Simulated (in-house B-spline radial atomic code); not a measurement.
## RPA and GW calculation, with input and output: Pb⁻

Pb⁻, configuration [Xe] 4f14 5d10 6s2 6p3. Computed at this level: RPA, second-order and SOSEX correlation energies and G0W0 (contour deformation) on a scalar-relativistic (spin-free one-electron X2C) mean field, all electrons, B-spline basis (in-house B-spline radial atomic code).

**Input**
```
Z = 82
electrons = 83.0
configuration = [Xe] 4f14 5d10 6s2 6p3
hamiltonian = x2c
method = pbeh
lmax = 9
exact_exchange_fraction = 0.9
rms_radius = 5.5012
spin_polarised = True
box_radius = 60.0
intervals = 73
```

Hardware: 1 CPU thread, shared host.

Launched within a batch (the task file carries these settings):
```bash
python <driver script> task.json out
```

The program writes its results to a structured record and prints no log; tables and figures of this report are taken from that record.

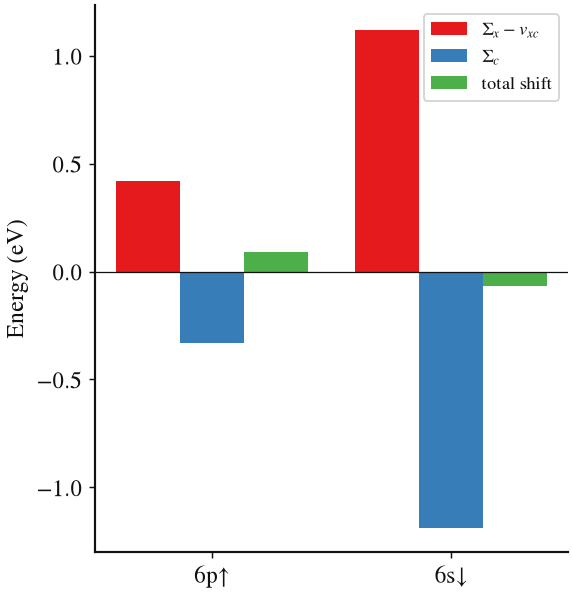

*Parts of the G₀W₀ correction to each level for Pb⁻ ([Xe] 4f¹⁴ 5d¹⁰ 6s² 6p³). All-electron spherical atom, scalar X2C, PBE with 90 % exact exchange start, no spin-orbit coupling, Breit or QED terms; computed with a B-spline radial code. The quasi-particle equation is solved at full frequency; levels of low quasi-particle weight Z are left out. Σ columns are in eV, and Σc holds an estimate for the angular momenta beyond the basis.*

G₀W₀ moves the highest occupied level, 6p↑, from −1.59 to −1.50 eV (renormalisation factor Z = 0.92).

| Level | Mean field (eV) | Σx − vxc (eV) | Σc (eV) | Z | G₀W₀ (eV) |
| --- | --- | --- | --- | --- | --- |
| 6p↑ | −1.59 | 0.42 | −0.33 | 0.92 | −1.50 |
| 6s↓ | −8.01 | 1.12 | −1.19 | 0.88 | −8.08 |

**Key numbers**

| quantity | value |
| --- | --- |
| outcome | converged |
| mean-field total energy | −20885.30343 hartree |
| total energy with exact exchange alone | −20880.17939 hartree |
| exact exchange energy | −389.40306 hartree |
| RPA correlation, extrapolated in the angular momentum of the empty orbitals | −6.92505 hartree |
| RPA correlation, as summed | −6.73154 hartree |
| direct second-order term | −7.77976 hartree |
| second-order exchange term | 1.94409 hartree |
| SOSEX term | 1.84354 hartree |
| wall time | 12 s |

**Notes**

Caveats: anion configuration assumed; spin-orbit coupling, Breit and QED terms are absent.
